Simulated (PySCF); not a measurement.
# C₂H₅NSi: NMR shifts at several levels of theory, part 2 of 2

PySCF 2.14.0. Atoms count from 0.

### Step 9. NMR shieldings: LC-wPBE/pcSseg-2

Job settings and geometry (Å):

```
{"job": {"kind": "nmr", "xc": "LC-wPBE", "basis": "pcSseg-2", "pop": false}, "charge": 0, "multiplicity": 1}
C     -1.210594     0.342136    -0.006170
Si     0.359189    -0.669303    -0.050861
C      1.820948     0.479829     0.086328
N      2.712975     1.216493     0.168191
H     -1.288084     0.899193     0.939130
H     -2.085837    -0.319848    -0.092843
H     -1.234588     1.061422    -0.838098
H      0.525546    -1.409280    -1.333007
H      0.458162    -1.617786     1.093610
```

Method: GIAO LC-wPBE/pcSseg-2 NMR shielding, non-relativistic, gas phase.

Standard output:

```text
coarse grid: 7960 points
cycle   1  E = -423.2750438570  dE =  1.212e-01  |g| = 4.681e-01  |ddm| = 2.062e+00
cycle   2  E = -423.2469456731  dE =  2.810e-02  |g| = 6.605e-01  |ddm| = 4.900e-01
cycle   3  E = -423.3344045034  dE = -8.746e-02  |g| = 4.737e-02  |ddm| = 2.955e-01
cycle   4  E = -423.3350453845  dE = -6.409e-04  |g| = 2.493e-02  |ddm| = 5.694e-02
cycle   5  E = -423.3351739641  dE = -1.286e-04  |g| = 3.527e-03  |ddm| = 2.070e-02
cycle   6  E = -423.3351792223  dE = -5.258e-06  |g| = 1.393e-03  |ddm| = 5.614e-03
final grid: 72200 points
cycle   7  E = -423.3464568274  dE = -7.904e-05  |g| = 5.392e-03  |ddm| = 3.139e-02
cycle   8  E = -423.3464591175  dE = -2.290e-06  |g| = 3.713e-03  |ddm| = 3.826e-03
cycle   9  E = -423.3464612764  dE = -2.159e-06  |g| = 1.010e-03  |ddm| = 1.992e-03
cycle  10  E = -423.3464614533  dE = -1.769e-07  |g| = 3.565e-04  |ddm| = 5.696e-04
cycle  11  E = -423.3464614836  dE = -3.022e-08  |g| = 7.777e-05  |ddm| = 2.602e-04
cycle  12  E = -423.3464614852  dE = -1.689e-09  |g| = 1.500e-05  |ddm| = 6.920e-05
cycle  13  E = -423.3464614854  dE = -1.588e-10  |g| = 2.794e-06  |ddm| = 4.009e-05
converged SCF energy = -423.3464614854

GIAO shielding tensors (ppm)
atom      isotropic    diamagn.    paramagn.     s11        s22        s33       span
  0 C      196.017     245.070     -49.053    192.309    193.920    201.822      9.514
  1 Si     409.977     876.874    -466.897    385.636    387.908    456.387     70.752
  2 C       52.144     265.126    -212.983    -68.803    -65.173    290.407    359.210
  3 N     -103.065     330.726    -433.791   -306.645   -302.988    300.438    607.083
  4 H       30.823      30.057       0.765     26.606     28.099     37.763     11.157
  5 H       31.143      29.414       1.729     26.855     27.624     38.949     12.094
  6 H       30.820      30.058       0.762     26.600     28.107     37.754     11.155
  7 H       27.121      28.350      -1.228     24.058     25.449     31.857      7.799
  8 H       27.126      28.351      -1.225     24.065     25.445     31.867      7.802
```

It took 28 s on 1 thread of Arm Neoverse V1, shared host; peak memory 0.88 GiB.

This run: δ C2 136.2, C0 -7.7, Si1 -63.3, N3 367.1, H7 4.19, H4 0.39 ppm (means over like atoms).

### Step 10. NMR shieldings: PBE0/STO-3G

Settings changed since step 9:

```diff
@@ -1,2 +1,2 @@
-{"job": {"kind": "nmr", "xc": "LC-wPBE", "basis": "pcSseg-2", "pop": false}, "charge": 0, "multiplicity": 1}
+{"job": {"kind": "nmr", "xc": "PBE0", "basis": "STO-3G", "pop": true}, "charge": 0, "multiplicity": 1}
 C     -1.210594     0.342136    -0.006170
```

Level: GIAO PBE0/STO-3G NMR shielding, non-relativistic, gas phase.

Standard output:

```text
coarse grid: 7960 points
cycle   1  E = -418.1453815513  dE =  5.961e-02  |g| = 4.445e-01  |ddm| = 3.704e+00
cycle   2  E = -417.9629528559  dE =  1.824e-01  |g| = 9.475e-01  |ddm| = 1.369e+00
cycle   3  E = -418.2024366772  dE = -2.395e-01  |g| = 9.247e-02  |ddm| = 9.449e-01
cycle   4  E = -418.2049023981  dE = -2.466e-03  |g| = 1.422e-02  |ddm| = 1.278e-01
cycle   5  E = -418.2049610395  dE = -5.864e-05  |g| = 3.416e-03  |ddm| = 2.346e-02
cycle   6  E = -418.2049652420  dE = -4.203e-06  |g| = 3.851e-04  |ddm| = 5.699e-03
final grid: 72200 points
cycle   7  E = -418.1837720723  dE = -3.455e-06  |g| = 2.988e-03  |ddm| = 1.035e-02
cycle   8  E = -418.1837703601  dE =  1.712e-06  |g| = 4.028e-03  |ddm| = 8.092e-03
cycle   9  E = -418.1837742516  dE = -3.891e-06  |g| = 1.511e-03  |ddm| = 4.903e-03
cycle  10  E = -418.1837748378  dE = -5.862e-07  |g| = 4.052e-05  |ddm| = 1.425e-03
cycle  11  E = -418.1837748385  dE = -6.700e-10  |g| = 1.448e-05  |ddm| = 9.255e-05
converged SCF energy = -418.1837748385

GIAO shielding tensors (ppm)
atom      isotropic    diamagn.    paramagn.     s11        s22        s33       span
  0 C      237.583     245.997      -8.414    229.353    240.312    243.085     13.732
  1 Si     576.956     868.253    -291.297    547.065    574.857    608.945     61.880
  2 C      134.098     266.725    -132.627     56.088     57.302    288.904    232.816
  3 N       30.447     321.449    -291.002   -113.209   -112.576    317.126    430.335
  4 H       32.087      30.416       1.671     26.691     29.162     40.408     13.717
  5 H       32.332      29.713       2.619     26.767     28.592     41.639     14.872
  6 H       32.084      30.414       1.670     26.684     29.172     40.397     13.714
  7 H       30.063      30.419      -0.356     26.156     27.817     36.215     10.059
  8 H       30.067      30.423      -0.356     26.163     27.812     36.227     10.064
```

Wall time 1.8 s (1 thread of Arm Neoverse V1, shared host); peak memory 0.48 GiB.

Key values: δ C2 100.6, C0 -2.9, Si1 -59.4, N3 264.3, H7 2.54, H4 0.44 ppm (means over like atoms).

### Step 11. NMR shieldings: PBE0/6-31G

Settings changed since step 10:

```diff
@@ -1,2 +1,2 @@
-{"job": {"kind": "nmr", "xc": "PBE0", "basis": "STO-3G", "pop": true}, "charge": 0, "multiplicity": 1}
+{"job": {"kind": "nmr", "xc": "PBE0", "basis": "6-31G", "pop": true}, "charge": 0, "multiplicity": 1}
 C     -1.210594     0.342136    -0.006170
```

Level: GIAO PBE0/6-31G NMR shielding, non-relativistic, gas phase.

Standard output:

```text
coarse grid: 7960 points
cycle   1  E = -423.0779233156  dE =  2.027e-01  |g| = 4.058e-01  |ddm| = 2.747e+00
cycle   2  E = -422.9695180013  dE =  1.084e-01  |g| = 8.018e-01  |ddm| = 9.167e-01
cycle   3  E = -423.1177861181  dE = -1.483e-01  |g| = 1.470e-01  |ddm| = 5.938e-01
cycle   4  E = -423.1228364297  dE = -5.050e-03  |g| = 2.743e-02  |ddm| = 1.233e-01
cycle   5  E = -423.1230151296  dE = -1.787e-04  |g| = 6.375e-03  |ddm| = 2.900e-02
cycle   6  E = -423.1230279249  dE = -1.280e-05  |g| = 4.058e-04  |ddm| = 7.908e-03
cycle   7  E = -423.1230279801  dE = -5.518e-08  |g| = 1.339e-04  |ddm| = 8.055e-04
final grid: 72200 points
cycle   8  E = -423.0814983598  dE = -6.317e-06  |g| = 4.745e-03  |ddm| = 1.111e-02
cycle   9  E = -423.0814967457  dE =  1.614e-06  |g| = 5.463e-03  |ddm| = 8.910e-03
cycle  10  E = -423.0815041740  dE = -7.428e-06  |g| = 1.384e-03  |ddm| = 4.809e-03
cycle  11  E = -423.0815045954  dE = -4.214e-07  |g| = 2.458e-04  |ddm| = 9.813e-04
cycle  12  E = -423.0815046105  dE = -1.512e-08  |g| = 3.560e-05  |ddm| = 2.446e-04
cycle  13  E = -423.0815046109  dE = -3.428e-10  |g| = 5.262e-06  |ddm| = 4.407e-05
converged SCF energy = -423.0815046109

GIAO shielding tensors (ppm)
atom      isotropic    diamagn.    paramagn.     s11        s22        s33       span
  0 C      206.384     252.637     -46.252    202.647    205.520    210.986      8.339
  1 Si     496.517     880.954    -384.436    473.489    481.391    534.672     61.182
  2 C       79.307     268.264    -188.957    -27.959    -24.417    290.296    318.256
  3 N      -69.419     330.602    -400.021   -257.165   -252.992    301.900    559.065
  4 H       31.899      29.724       2.175     26.875     29.339     39.482     12.606
  5 H       32.345      29.347       2.998     27.236     29.038     40.762     13.526
  6 H       31.896      29.725       2.172     26.869     29.347     39.473     12.604
  7 H       28.362      28.420      -0.058     24.627     26.649     33.811      9.184
  8 H       28.366      28.417      -0.051     24.635     26.643     33.820      9.185
```

Wall time 3.6 s (1 thread of Arm Neoverse V1, shared host); peak memory 0.48 GiB.

In short: δ C2 120.2, C0 -6.8, Si1 -51.8, N3 330.1, H7 4.25, H4 0.57 ppm (means over like atoms).

### Step 12. Comparing the runs: NMR shifts

Shifts (ppm), means over like atoms, with basis size and wall time:

| run | C2 | C0 | H7 | H4 | Si1 | N3 | functions | time |
| --- | --- | --- | --- | --- | --- | --- | --- | --- |
| PBE0/pcSseg-2 | 129.5 | -7.6 | 4.31 | 0.40 | -67.7 | 368.5 | 221 | 17 s |
| mPW1PW91/pcSseg-2 | 129.4 | -7.3 | 4.28 | 0.40 | -67.2 | 368.2 | 221 | 17 s |
| WP04/pcSseg-2 | 125.9 | -5.6 | 3.74 | 0.42 | -64.3 | 352.3 | 221 | 17 s |
| B97-2/pcSseg-2 | 126.5 | -7.0 | 4.22 | 0.40 | -66.7 | 358.6 | 221 | 16 s |
| BHandHLYP/pcSseg-2 | 131.8 | -6.8 | 4.14 | 0.42 | -65.5 | 370.6 | 221 | 16 s |
| CAM-B3LYP/pcSseg-2 | 131.3 | -7.5 | 4.24 | 0.40 | -69.0 | 367.9 | 221 | 23 s |
| wB97X-D/pcSseg-2 | 130.5 | -7.4 | 4.26 | 0.39 | -66.3 | 366.8 | 221 | 21 s |
| LC-wPBE/pcSseg-2 | 136.2 | -7.7 | 4.19 | 0.39 | -63.3 | 367.1 | 221 | 28 s |
| PBE0/STO-3G | 100.6 | -2.9 | 2.54 | 0.44 | -59.4 | 264.3 | 29 | 1.8 s |
| PBE0/6-31G | 120.2 | -6.8 | 4.25 | 0.57 | -51.8 | 330.1 | 50 | 3.6 s |

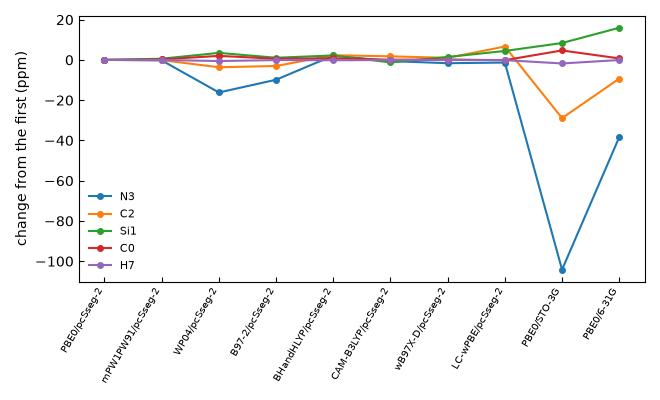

How five of the tabulated atoms move from run to run.

### Step 13. Outcome

The summary covers parts 1 to 2.

| quantity | value |
| --- | --- |
| 13C shifts against TMS (PBE0/pcSseg-2) | 129.5, -7.6 ppm |
| 1H shifts against TMS (PBE0/pcSseg-2, means over atoms taken as alike) | 4.31, 0.40 ppm |
| 29Si shifts against TMS (PBE0/pcSseg-2) | -67.7 ppm |
| 15N shifts against NH3 (PBE0/pcSseg-2) | 368.5 ppm |
| range of the shift of N3 | 264.3 to 370.6 ppm |
| property runs in this session | 10, of which 0 failed and 1 gave unsound results |

**Reading.** Single values in the summary come from the first run of each kind that ended normally (PBE0/pcSseg-2), which need not be the best level. At PBE0/pcSseg-2: The largest span, 604 ppm, is at N3, where the paramagnetic term is -438 ppm. Across the 10 runs the shift of N3 moves most, between 264.3 (PBE0/STO-3G) and 370.6 ppm (BHandHLYP/pcSseg-2). A minimal basis is unusable for shieldings, so that end is no result.
